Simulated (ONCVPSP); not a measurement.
# How the fcfact shapes an ONCV potential for Al, part 2 of 2

Aim: generate and test one potential in full, then change the fcfact and see what happens to hardness, ghosts and transferability.

ONCVPSP 4.0.1; first potential LDA (Perdew-Zunger), scalar-relativistic. Step numbers count through all parts.

## 7. Now with fcfact = 1.2

Input file Al.dat:

```
# ATOM AND REFERENCE CONFIGURATION
# atsym  z   nc   nv     iexc    psfile
  Al 13.00    3    2        3      upf
#
#   n    l    f
    1    0    2.00
    2    0    2.00
    2    1    6.00
    3    0    1.75
    3    1    1.25
#
# PSEUDOPOTENTIAL AND OPTIMIZATION
# lmax
    2
#
#   l,   rc,      ep,       ncon, nbas, qcut
    0    2.05    0.00    4    7    2.80
    1    2.25    0.00    3    8    4.40
    2    1.90    0.14    4    9    5.80
#
# LOCAL POTENTIAL
# lloc, lpopt,  rc(5),   dvloc0
    4    5    1.40    0.00
#
# VANDERBILT-KLEINMAN-BYLANDER PROJECTORs
# l, nproj, debl
    0    1    2.00
    1    1    0.80
    2    2    1.60
#
# MODEL CORE CHARGE
# icmod, fcfact, rcfact
    1    1.20    0.00
#
# LOG DERIVATIVE ANALYSIS
# epsh1, epsh2, depsh
   -2.00    5.00    0.02
#
# OUTPUT GRID
# rlmax, drl
    6.00    0.01
#
# TEST CONFIGURATIONS
# ncnf
    4
# nvcnf
#   n    l    f
    2
    3    0    2.00
    3    1    1.00
#
    2
    3    0    2.00
    3    1    0.00
#
    2
    3    0    1.00
    3    1    0.00
#
    2
    3    0    1.00
    3    1    1.00
#
```

Command:

```sh
$ oncvpsp.x < Al.dat > Al.out
```

Output in Al.out (without the consistency checks and plot data):

```text
ONCVPSP  (Optimized Norm-Conservinng Vanderbilt PSeudopotential)
scalar-relativistic version 4.0.1

[... all-electron levels as in step 2 ...]

Begin loop to  construct optimized pseudo wave functions
and semi-local pseudopoentials for all angular momenta

Calculating optimized projector #   1

 for l=   0

    Fraction of norm inside rc  0.358907
    Optimizing pswf for qcut=   2.81 a_B^-1,  ecut=   3.95 Ha
    Residual kinetic energy error=  4.44D-03 Ha

    Energy error per electron        Cutoff
         Ha          eV             Ha
         0.01000     0.27211        3.07
         0.00100     0.02721       10.50
         0.00010     0.00272       25.45
         0.00001     0.00027       30.44

Calculating optimized projector #   1

 for l=   1

    Fraction of norm inside rc  0.229058
    Optimizing pswf for qcut=   4.39 a_B^-1,  ecut=   9.65 Ha
    Residual kinetic energy error=  6.80D-07 Ha

    Energy error per electron        Cutoff
         Ha          eV             Ha
         0.01000     0.27211        1.30
         0.00100     0.02721        2.24
         0.00010     0.00272        5.19
         0.00001     0.00027        7.63

   Wellstate for l =  2  n =  3
     eigenvalue =   0.1400
     asymptotic potential =   0.6400
     half-point radius =  7.6824

   Wellstate for l =  2  n =  4
     eigenvalue =   1.7400
     asymptotic potential =   2.2400
     half-point radius =  3.2006

Calculating optimized projector #   1

 for l=   2

    Fraction of norm inside rc  0.055319
    Optimizing pswf for qcut=   5.81 a_B^-1,  ecut=  16.87 Ha
    Residual kinetic energy error=  5.19D-06 Ha

    Energy error per electron        Cutoff
         Ha          eV             Ha
         0.01000     0.27211        3.37
         0.00100     0.02721        8.25
         0.00010     0.00272       12.53
         0.00001     0.00027       16.05

Calculating optimized projector #   2

 for l=   2

    Fraction of norm inside rc  0.340297
    Optimizing pswf for qcut=   5.81 a_B^-1,  ecut=  16.87 Ha
    Residual kinetic energy error=  7.99D-04 Ha

    Energy error per electron        Cutoff
         Ha          eV             Ha
         0.01000     0.27211       12.69
         0.00100     0.02721       16.56
         0.00010     0.00272       30.14
         0.00001     0.00027       93.53

Construct Vanderbilt / Kleinmman-Bylander projectors

B matrix Hermiticity error, ll=   2
   1   2    2.2870E-05

  Orthonormal projector coefficients -1.8456E+00 -4.3781E-01

Model core correction analysis
  based on d2Exc/dn_idn_j

d2excae - all-electron derivatives

   -1.906307D-02   -9.963516D-03
   -9.967286D-03   -5.337951D-03

d2excps - pseudofunction derivatives with no core correction

   -2.497257D-02   -1.272292D-02
   -1.272996D-02   -6.649917D-03

rms 2nd derivative error    3.601736E-03

Polynomial model core charge

d2excps - pseudofunction derivatives with core correction

   -1.907318D-02   -1.017112D-02
   -1.017487D-02   -5.506318D-03

rms 2nd derivative error    1.692930E-04

Pseudoatom total energy   -1.926550

Diagnostic tests using Vanderbilt-Kleinman-Bylander pseudopotentials
  1 or more projectors used as specified by nproj input data

   l    rcore       rmatch      e in        delta e   norm test  slope test

   0   2.0575555   2.1200274  -0.2961295  -0.0000010   1.0000000   1.0000344

   1   2.2507190   2.3190557  -0.1085976   0.0000015   1.0000066   0.9999503

   2   1.9036093   1.9614070   0.1400000   0.0000044   1.0000255   1.0000255
   2   1.9036093   1.9614070   1.7400000   0.0000015   1.0001086   1.0001086

 Testing for bound ghosts
   n   l    E NL Schr. Eq   E Basis Diag.   E Cutoff

   1   0       -0.296131       -0.291454     29.51

   2   1       -0.108596       -0.095158     43.50

 Testing for highly-localized positive-energy ghosts
       l    <radius>/rc     E Basis Diag.   E Cutoff

Test configuration 0

   n   l     f        eae           eps        diff
   1   0  2.0000  -55.29956310
   2   0  2.0000   -3.96744809
   2   1  6.0000   -2.57878646
   3   0  1.7500   -0.29612953   -0.29613050   -9.70D-07
   3   1  1.2500   -0.10859765   -0.10859613    1.51D-06

    Total energies and differences
      AE_ref= -2.41717200D+02  AE_tst= -2.41717200D+02  dif=  0.00D+00
      PS_ref= -1.92654988D+00  PS_tst= -1.92654988D+00  dif= -2.22D-16
      PSP excitation error=  2.22D-16

Test configuration 1

   n   l     f        eae           eps        diff
   1   0  2.0000  -55.28208704
   2   0  2.0000   -3.95038460
   2   1  6.0000   -2.56184968
   3   0  2.0000   -0.28795680   -0.28795830   -1.50D-06
   3   1  1.0000   -0.10248945   -0.10252879   -3.93D-05

    Total energies and differences
      AE_ref= -2.41717200D+02  AE_tst= -2.41763826D+02  dif= -4.66D-02
      PS_ref= -1.92654988D+00  PS_tst= -1.97317182D+00  dif= -4.66D-02
      PSP excitation error= -3.67D-06

Test configuration 2

   n   l     f        eae           eps        diff
   1   0  2.0000  -55.59533003
   2   0  2.0000   -4.25788200
   2   1  6.0000   -2.86975012
   3   0  2.0000   -0.54842895   -0.54782507    6.04D-04

    Total energies and differences
      AE_ref= -2.41717200D+02  AE_tst= -2.41548964D+02  dif=  1.68D-01
      PS_ref= -1.92654988D+00  PS_tst= -1.75839499D+00  dif=  1.68D-01
      PSP excitation error=  8.12D-05

Test configuration 3

   n   l     f        eae           eps        diff
   1   0  2.0000  -56.06073580
   2   0  2.0000   -4.70923480
   2   1  6.0000   -3.32102911
   3   0  1.0000   -0.87962415   -0.87881994    8.04D-04

    Total energies and differences
      AE_ref= -2.41717200D+02  AE_tst= -2.40836863D+02  dif=  8.80D-01
      PS_ref= -1.92654988D+00  PS_tst= -1.04716184D+00  dif=  8.79D-01
      PSP excitation error=  9.49D-04

Test configuration 4

   n   l     f        eae           eps        diff
   1   0  2.0000  -55.65880021
   2   0  2.0000   -4.32028844
   2   1  6.0000   -2.93149412
   3   0  1.0000   -0.57783019   -0.57754146    2.89D-04
   3   1  1.0000   -0.36193889   -0.36149736    4.42D-04

    Total energies and differences
      AE_ref= -2.41717200D+02  AE_tst= -2.41335105D+02  dif=  3.82D-01
      PS_ref= -1.92654988D+00  PS_tst= -1.54460357D+00  dif=  3.82D-01
      PSP excitation error=  1.49D-04
```

It took 3.9 s on 1 thread, shared host.

Energies count from the reference configuration 3s1.75 3p1.25; the error is all-electron less pseudo.

```tsv
valence configuration	charge	ΔE all-electron (eV)	error AE − PS (meV)
3s2 3p1	0	-1.269	-0.1
3s2 3p0	+1	4.578	+2.2
3s1 3p0	+2	23.955	+26
3s1 3p1	+1	10.397	+4.1
```

Against the first potential, the loose cutoff stays at 10 Ha, the largest test error goes from +27 to +26 meV and there is no bound ghost. The cutoff and ghost tests hold the potential at its reference, so a core or compensation setting can't move them.

## 8. Comparison

This closing draws on all 2 parts.

Cutoffs, loose and tight: the cutoffs (Ha) at which the residual kinetic energy of the hardest occupied pseudo-wave falls to 1 and 0.1 mHa per electron; empty and scattering waves don't count. The number of plane waves in a given cell goes as the cutoff to the power 3/2; it is given for the loose cutoff, relative to the first potential. Test errors are all-electron less pseudo. The phase difference is the largest within 0.5 Ha of zero, over the channels with partial waves. The table holds 5 more runs of the series, not printed above.

| fcfact | outcome | cutoff, loose | cutoff, tight | plane waves, relative | bound ghosts | largest test error (meV) | phase difference near zero (rad) |
| --- | --- | --- | --- | --- | --- | --- | --- |
| 0.18 | generated | 10 Ha | 25 Ha | 1.00 | none | +29 | 0.029 |
| 0.25 (first) | generated | 10 Ha | 25 Ha | 1.00 | none | +27 | 0.029 |
| 0.32 | generated | 10 Ha | 25 Ha | 1.00 | none | +27 | 0.029 |
| 0.5 | generated | 10 Ha | 25 Ha | 1.00 | none | +26 | 0.029 |
| 0.64 | generated | 10 Ha | 25 Ha | 1.00 | none | +26 | 0.029 |
| 0.84 | generated | 10 Ha | 25 Ha | 1.00 | none | +26 | 0.029 |
| 1.06 | generated | 10 Ha | 25 Ha | 1.00 | none | +26 | 0.029 |
| 1.2 | generated | 10 Ha | 25 Ha | 1.00 | none | +26 | 0.029 |

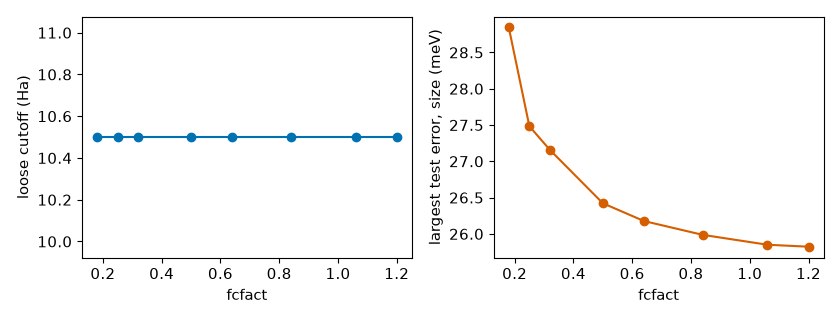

The series at a glance.

In words: Over this range the loose cutoff stays at 10 Ha. Over this range the largest test error hardly moves (26 meV to 29 meV). The cutoffs concern the waves at a fixed potential, which this setting can't move; it bears on the density and its cutoff, which were not tested.

The first potential by itself. The worst unpolarised test, 3s1 3p0, is off by 27 meV on 24.0 eV; by total energies transferability rates as fair. The potential is soft on the atom at that tolerance: the looser tolerance needs 10 Ha. At the looser tolerance the 3s wave is the slowest; 3p needs 2 Ha. The program's ghost test flags no bound state.
